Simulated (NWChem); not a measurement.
# CH2BFN− (SMILES N#C[BH2-]F) at 5 levels

Aim: a comparison of 5 runs (HF/STO-3G, HF/3-21G, B3LYP/6-31G*, TPSS/6-31G**) of CH2BFN−. 

The results are computed with NWChem 7.3.0.

## Step 1: The system as given

The species is CH2BFN− (6 atoms), meant as a singlet with charge -1. As SMILES, `N#C[BH2-]F`. Geometry: relaxed at GFN2-xTB.

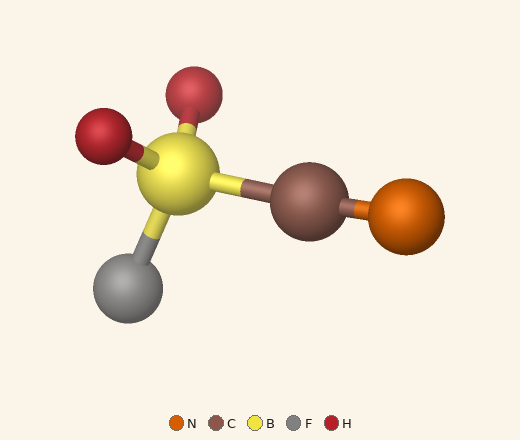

The structure, seen from a chosen angle (nitrogen orange, carbon brown, boron yellow, fluorine grey, hydrogen red).

## Step 2: Energy and forces at HF/STO-3G (run 1)

run.xyz

```xyz
6
CH2BFN hf
N      0.722410    -1.937290     0.820490
C      0.334710    -0.937190     0.389970
B     -0.120860     0.456860    -0.171960
F     -1.451330     0.359680    -0.727330
H      0.651130     0.794000    -1.057090
H     -0.136070     1.263930     0.745910
```

run.py

```python
from ase.io import read
from ase.calculators.nwchem import NWChem

atoms = read('run.xyz')

calc = NWChem(
    label='run',
    theory='scf',
    memory='2200 mb',
    basis='STO-3G',
    basispar='spherical bse',
    charge=-1,
    scf={'nopen': '0', 'rhf': None, 'thresh': '1e-08', 'maxiter': '80'},
)
atoms.calc = calc

forces = atoms.get_forces()
print(f"energy = {atoms.get_potential_energy():.6f} eV")
print("forces (eV/A):")
for s, f in zip(atoms.symbols, forces):
    print(f"{s:2s} {f[0]:10.5f} {f[1]:10.5f} {f[2]:10.5f}")
print("dipole (e A):", atoms.get_dipole_moment().round(4))
```

The run is started by

```console
export ASE_NWCHEM_COMMAND="nwchem PREFIX.nwi > PREFIX.nwo"
python run.py
```

Standard output:

```text
energy = -5841.371217 eV
forces (eV/A):
N    -0.09662   -0.03553   -0.03486
C     0.76902   -1.21572    0.65712
B    -1.90529    2.28659   -1.41966
F     1.28442    0.01301    0.55628
H    -0.43416   -0.27686    1.05719
H     0.38263   -0.77149   -0.81602
dipole (e A): [ 0.0395  0.3065 -0.0629]
```

The calculator wrote run.nwi:

```
title "run"

permanent_dir run

scratch_dir run

start run

geometry units angstrom nocenter noautosym noautoz
  N  7.2241000000000000e-01 -1.9372900000000000e+00 8.2049000000000005e-01
  C  3.3471000000000001e-01 -9.3718999999999997e-01 3.8996999999999998e-01
  B  -1.2086000000000000e-01 4.5685999999999999e-01 -1.7196000000000000e-01
  F  -1.4513300000000000e+00 3.5968000000000000e-01 -7.2733000000000003e-01
  H  6.5112999999999999e-01 7.9400000000000004e-01 -1.0570900000000001e+00
  H  -1.3607000000000000e-01 1.2639300000000000e+00 7.4590999999999996e-01
end

charge -1

memory 2200 mb

basis spherical bse noprint
   * library STO-3G
end

scf
  nopen 0
  rhf
  thresh 1e-08
  maxiter 80
end

task scf gradient
```

run.nwo:

```text
Northwest Computational Chemistry Package (NWChem) 7.3.0
             --------------------------------------------------------

           Job information
           ---------------

    nwchem branch   = 7.3.0
    use scalapack   = T
    input           = run.nwi
    prefix          = run.
    data base       = run/run.db
    status          = startup
    nproc           =        1

           Memory information
           ------------------

    heap     =     72089594 doubles =      550.0 Mbytes
    stack    =     72089599 doubles =      550.0 Mbytes
    global   =    144179200 doubles =     1100.0 Mbytes (distinct from heap & stack)
    total    =    288358393 doubles =     2200.0 Mbytes
    verify   = yes
    hardfail = no

[... 137 lines left out ...]
 Convergence threshold     :          1.000E-08
[... 13 lines left out ...]
       Final RHF  results
[... 3 lines left out ...]
      One-electron energy =   -479.704195750096
[... 1 line left out ...]
 Nuclear repulsion energy =     87.630676431921
[... 30 lines left out ...]
                       ROHF Final Molecular Orbital Analysis
[... 205 lines left out ...]
                 ----------------------------------------
                 |  Time  |  1-e(secs)   |  2-e(secs)   |
                 ----------------------------------------
                 |  CPU   |       0.00   |       0.35   |
                 ----------------------------------------
                 |  WALL  |       0.00   |       0.35   |
                 ----------------------------------------

 Task  times  cpu:        1.3s     wall:        1.3s
 Total times  cpu:        1.3s     wall:        1.3s
```

It took 2.7 s on 1 thread of Intel Xeon Platinum 8259CL at 2.50GHz (Skylake/Cascade Lake), shared host; peak memory 0.1 GiB.

## Step 3: Energy and gradient at HF/3-21G (run 2)

input.nw

```
start input
title "CH2BFN hf"
memory stack 880 mb heap 220 mb global 1100 mb
charge -1
geometry noautosym nocenter noautoz
 N     0.722410   -1.937290    0.820490
 C     0.334710   -0.937190    0.389970
 B    -0.120860    0.456860   -0.171960
 F    -1.451330    0.359680   -0.727330
 H     0.651130    0.794000   -1.057090
 H    -0.136070    1.263930    0.745910
end
basis spherical bse
 * library 3-21G
end
scf
 thresh 1e-08
 maxiter 80
 print medium
end
task scf gradient
```

The run is started by

```console
nwchem input.nw > input.out
```

Standard output:

```text
[...]
  functions       =    40
[...]
  wavefunction    = RHF
[...]
         Total SCF energy =   -216.495011409567
      One-electron energy =   -478.394004986705
      Two-electron energy =    174.268317145217
 Nuclear repulsion energy =     87.630676431921
        Time for solution =      1.1s
[...]
                         RHF ENERGY GRADIENTS
    atom               coordinates                        gradient
                 x          y          z           x          y          z
   1 N       1.365157  -3.660947   1.550501    0.008842  -0.020685   0.009302
   2 C       0.632510  -1.771032   0.736936   -0.019099   0.037890  -0.018311
   3 B      -0.228392   0.863340  -0.324957    0.021556  -0.021529   0.014905
   4 F      -2.742616   0.679697  -1.374454    0.001780   0.002113   0.000244
   5 H       1.230457   1.500442  -1.997610   -0.006810   0.001211  -0.002468
   6 H      -0.257135   2.388481   1.409566   -0.006268   0.000999  -0.003673
[...]
```

Wall time 2.3 s (1 thread of Intel Xeon Platinum 8259CL at 2.50GHz (Skylake/Cascade Lake), shared host); peak memory 0.099 GiB.

Runs 3 to 4 aren't shown in full; the table further down has their settings and results.

## Step 4: Energy and gradient at TPSS/6-31G(d,p) (spherical functions) (run 5)

run.py

```python
from ase import Atoms
from ase.calculators.nwchem import NWChem

molecule = Atoms('NCBFHH', positions=[
    [0.722410, -1.937290, 0.820490],
    [0.334710, -0.937190, 0.389970],
    [-0.120860, 0.456860, -0.171960],
    [-1.451330, 0.359680, -0.727330],
    [0.651130, 0.794000, -1.057090],
    [-0.136070, 1.263930, 0.745910],
])

calc = NWChem(
    label='ch2bfn',
    theory='dft',
    memory='2200 mb',
    basis='6-31G**',
    basispar='spherical bse',
    charge=-1,
    dft={'xc': 'xtpss03 ctpss03', 'mult': '1', 'grid': 'xfine', 'convergence': 'energy 1e-08', 'iterations': '100', 'mulliken': None},
)
molecule.calc = calc

forces = molecule.get_forces()
e = molecule.get_potential_energy()
print(f"E = {e:.6f} eV")
print("forces (eV/A):")
for s, f in zip(molecule.symbols, forces):
    print(f"{s:2s} {f[0]:10.5f} {f[1]:10.5f} {f[2]:10.5f}")
print("dipole (e A):", molecule.get_dipole_moment().round(4))
```

The run is started by

```console
export ASE_NWCHEM_COMMAND="nwchem PREFIX.nwi > PREFIX.nwo"
python run.py
```

Standard output:

```text
E = -5955.651144 eV
forces (eV/A):
N     0.82368   -2.31050    0.96154
C    -0.40526    1.51505   -0.56955
B    -0.78300    0.74737   -0.53073
F    -0.29223   -0.13745   -0.09251
H     0.39286    0.05708   -0.03101
H     0.26395    0.12845    0.26220
dipole (e A): [ 0.0264  0.4026 -0.0937]
```

The calculator wrote ch2bfn.nwi:

```
title "ch2bfn"

permanent_dir ch2bfn

scratch_dir ch2bfn

start ch2bfn

geometry units angstrom nocenter noautosym noautoz
  N  7.2241000000000000e-01 -1.9372900000000000e+00 8.2049000000000005e-01
  C  3.3471000000000001e-01 -9.3718999999999997e-01 3.8996999999999998e-01
  B  -1.2086000000000000e-01 4.5685999999999999e-01 -1.7196000000000000e-01
  F  -1.4513300000000000e+00 3.5968000000000000e-01 -7.2733000000000003e-01
  H  6.5112999999999999e-01 7.9400000000000004e-01 -1.0570900000000001e+00
  H  -1.3607000000000000e-01 1.2639300000000000e+00 7.4590999999999996e-01
end

charge -1

memory 2200 mb

basis spherical bse noprint
   * library 6-31G**
end

dft
  xc xtpss03 ctpss03
  mult 1
  grid xfine
  convergence energy 1e-08
  iterations 100
  mulliken
end

task dft gradient
```

ch2bfn.nwo:

```text
Northwest Computational Chemistry Package (NWChem) 7.3.0
             --------------------------------------------------------

           Job information
           ---------------

    nwchem branch   = 7.3.0
    use scalapack   = T
    input           = ch2bfn.nwi
    prefix          = ch2bfn.
    data base       = ch2bfn/ch2bfn.db
    status          = startup
    nproc           =        1

           Memory information
           ------------------

    heap     =     72089594 doubles =      550.0 Mbytes
    stack    =     72089599 doubles =      550.0 Mbytes
    global   =    144179200 doubles =     1100.0 Mbytes (distinct from heap & stack)
    total    =    288358393 doubles =     2200.0 Mbytes
    verify   = yes
    hardfail = no

[... 106 lines left out ...]
  convergence criterion.
[... 38 lines left out ...]
          Spatial weights used:  Erf1
[... 78 lines left out ...]
         Total DFT energy =     -218.866144440499
[... 3 lines left out ...]
 Nuclear repulsion energy =       87.630676431921
[... 533 lines left out ...]
          Convergence on gradient requested:  5.00D-04
[... 25 lines left out ...]
          total energy or number of iterations.
[... 37 lines left out ...]
                 ----------------------------------------
                 |  Time  |  1-e(secs)   |  2-e(secs)   |
                 ----------------------------------------
                 |  CPU   |       0.01   |       3.44   |
                 ----------------------------------------
                 |  WALL  |       0.01   |       3.44   |
                 ----------------------------------------

 Task  times  cpu:       40.4s     wall:       40.4s
 Total times  cpu:       40.5s     wall:       40.5s
```

Run time: 42 s. Hardware: 1 thread of Intel Xeon Platinum 8259CL at 2.50GHz (Skylake/Cascade Lake), shared host; peak memory 0.13 GiB.

## Step 5: The series

| run | level | iteration cap | module | energy (Eh) | HOMO energy (eV) | LUMO energy (eV) | HOMO–LUMO gap (eV) | wall time |
| --- | --- | --- | --- | --- | --- | --- | --- | --- |
| 1 | HF/STO-3G | 80 | scf | -214.666435 | -2.23 | 16.49 | 18.73 | 2.7 s |
| 2 | HF/3-21G | 80 | scf | -216.495011 | -5.43 | 10.86 | 16.29 | 2.3 s |
| 3 | B3LYP/6-31G* (spherical functions) | 100 | dft | -218.839736 | -1.72 | 6.39 | 8.11 | 28 s |
| 4 | B3LYP/6-31G* (Cartesian functions) | 100 | dft | -218.844241 | -1.72 | 6.37 | 8.10 | 29 s |
| 5 | TPSS/6-31G** (spherical functions) | 100 | dft | -218.866144 | -0.65 | 5.69 | 6.34 | 42 s |

## Step 6: Summary of results

| quantity | value |
| --- | --- |
| run 5: total energy | -218.86614 Eh |
| run 5: HOMO energy | -0.65 eV |
| run 5: LUMO energy | 5.69 eV |
| run 5: HOMO–LUMO gap (to an unbound level, set by the basis) | 6.34 eV |
| run 5: largest force on an atom | 2.635 eV/Å |

The HOMO–LUMO gap runs from 6.34 eV (TPSS/6-31G**) to 18.73 eV (HF/STO-3G). The two ends differ in method and basis. The empty levels of an anion lie above zero and hang on the basis. Totals of different functionals can't be ranked against each other. In run 1 the basis is minimal, so the values are rough. All runs together took 1.7 min, the longest 42 s.
